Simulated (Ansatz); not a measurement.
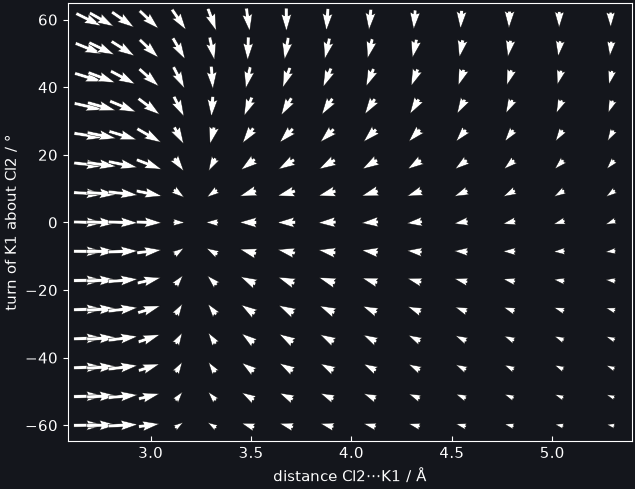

ClHK, charge +1. 
- The turn is about an axis along (0.88, 0.47, 0.00) in the frame of the relaxed pair, normal to the line between the partners.
- The first coordinate is: distance Cl2···K1; the second: turn of K1 about Cl2.
- The scan uses a 15 × 15 grid.
- Points are written as (first, second).
- Theory: RHF-MP2, frozen core/def2-TZVPD (Ansatz 0.2.0).

The picture shows arrows along the force (downhill), their lengths compressed.

Q: The arrows alone are given. Where is the energy lowest?

A: The arrows converge at about (3.205 Å, 0°) (read from the interpolated surface).

The energy map of the same scan:

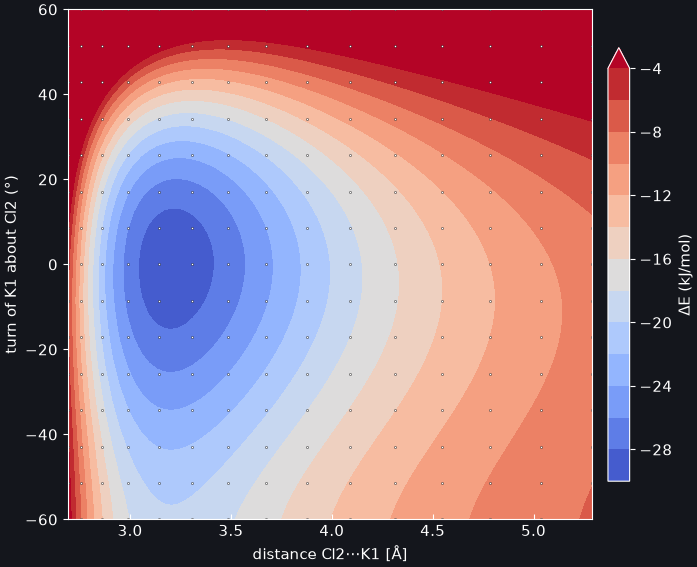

Energies are in kJ/mol, from the ion and the molecule far apart, frozen as in the relaxed pair, each in its own basis (no counterpoise correction); between grid points the surface is interpolated.
